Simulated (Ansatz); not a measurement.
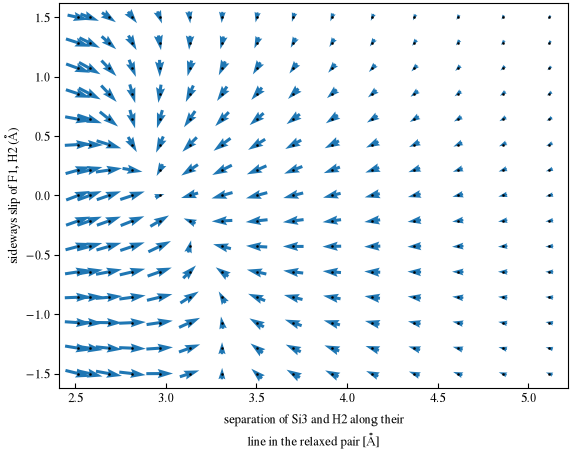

The pair FH···H₄Si. 
- The first coordinate is: separation of Si3 and H2 along their line in the relaxed pair; the second: sideways slip of F1, H2.
- Nothing is relaxed (both partners rigid).
- The scan uses a 15 × 15 grid.
- Points are written as (first, second).
- Method: RKS BHLYP-D4/def2-TZVPD (Ansatz).

In the figure: dots at the grid points, arrows along the force (downhill), their lengths compressed.

### The arrows alone are given. Where is the energy lowest?

The arrows converge at about (2.996 Å, −0.001 Å) (read from the interpolated surface).

The energy map of the same scan:

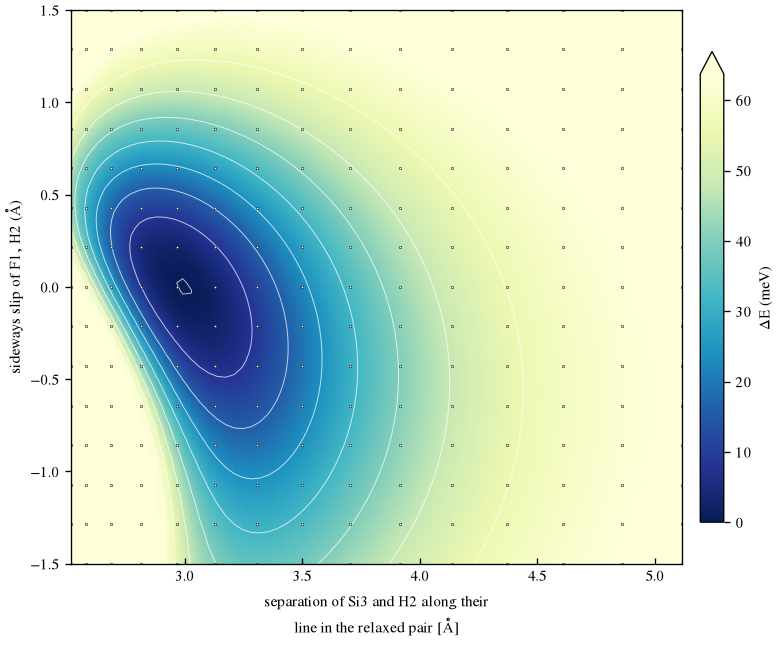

Energies are in meV, from the lowest grid point; between grid points the surface is interpolated.
